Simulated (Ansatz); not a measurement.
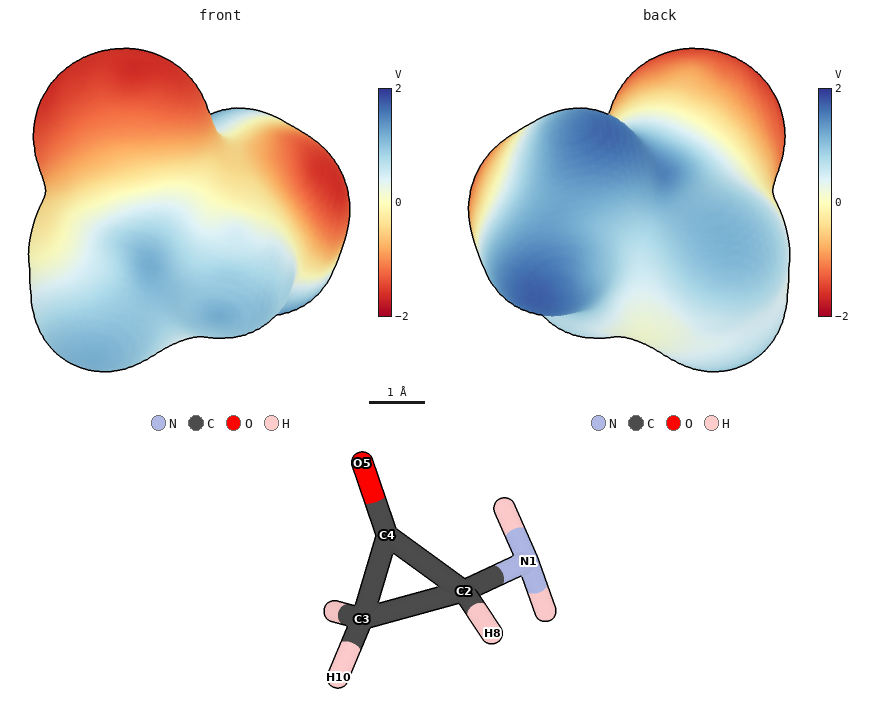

Figure 1: C3H5NO (SMILES NC1CC1=O). The molecular electrostatic potential painted on the density surface at 0.002 e/bohr³, seen from the front and from behind; the colour scale runs from red (negative) to blue (positive). The bare structure is drawn below in the same view.

The calculation used RKS r2SCAN-D4/def2-SVP in Ansatz.

```xyz
10

N    -1.3303    0.2803   -0.2110
C    -0.2490   -0.5775    0.1304
C     0.1137   -1.9750   -0.5519
C    -0.4673   -1.8681    0.7948
O    -1.0233   -2.4518    1.6849
H    -1.2043    0.6947   -1.1343
H    -2.2229   -0.2096   -0.2033
H     0.6713   -0.0488    0.4222
H    -0.5449   -2.3908   -1.3274
H     1.1825   -2.1645   -0.7069
```

Describe the electrostatic potential map.

Answer. The most negative region (about −1.6 V) lies over N1 and O5, the most positive (about +1.7 V) over H6 and H7.
